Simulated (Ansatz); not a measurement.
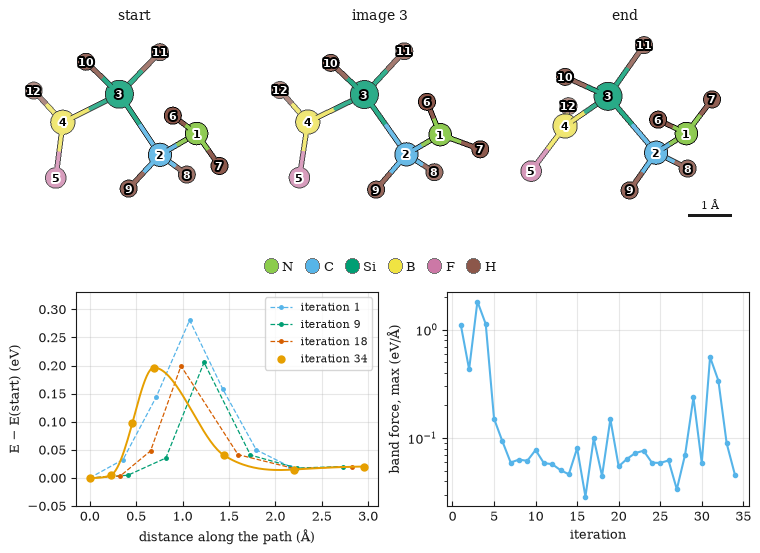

A search for the minimum-energy path of CH₇BFNSi by the nudged elastic band. Images are numbered from 0 (start) to 6 (end). The plot follows the band through its iterations. A ball-and-stick model, seen from a free direction.

Computed with Ansatz, RKS PBE0/def2-SVP. Set-up: 5 movable images; climbing image; force threshold 0.05 eV/Å; iteration limit 60; starting path by image-dependent pair potential.

Q: Judge this run.

A: The result is final at these settings. The band converged in 34 iterations. The largest component of the band force went from 1.1 to 0.046 eV/Å. The climbing image converged on the top of the path. Its vibrational analysis gives one imaginary mode (610i cm⁻¹), as a transition state must have. The first iteration put the highest image at 0.281 eV. Forward barrier 0.196 eV, backward barrier 0.176 eV, with image 3 at the top; the reaction energy is +0.020 eV.

The run took 5.8 min on 2 threads of Arm Neoverse V2, on a shared host, peak memory 0.24 GiB.
